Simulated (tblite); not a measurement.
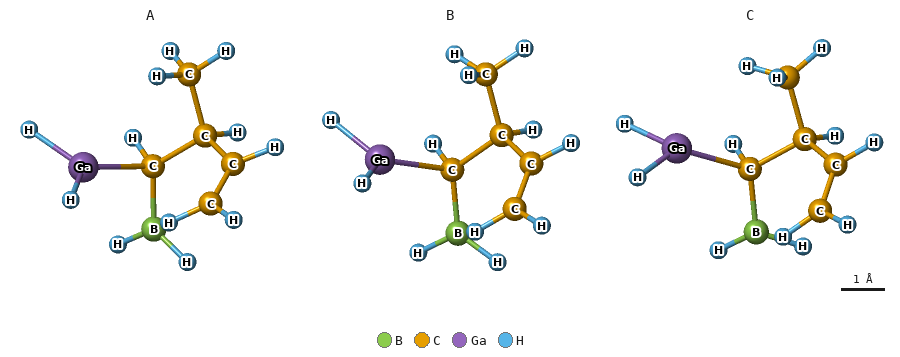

3 geometries from one relaxation of C5H12BGa, in shuffled order. Style: ball-and-stick. Shown at a tilt.

Theory: GFN2-xTB geometry optimisation, gas phase in tblite. 

### Order the frames from highest to lowest energy.

C, B, A. They are steps 0, 21, 103, at +22.2 kcal/mol, +3.98 kcal/mol relative to the last. The energy falls by 22.2 kcal/mol in 103 geometry steps. An H atom moves most after the best rigid fit: 0.98 Å. Largest moves by element: H 0.98 Å, Ga 0.47 Å, C 0.31 Å, B 0.27 Å. Some distances before and after: Ga–H 1.654 → 1.599 Å, Ga–H 1.550 → 1.591 Å, C–H 1.137 → 1.103 Å, C–Ga 2.060 → 2.085 Å. Among the angles between lasting bonds that change: B–C–Ga 117.4° → 100.6°, H–Ga–H 96.2° → 110.3°, B–C–C 115.5° → 123.1°. Groups turn about C–C by about 30°. The run took 0.85 s on 1 thread of AMD EPYC 7R43 64-Core Processor (shared host).
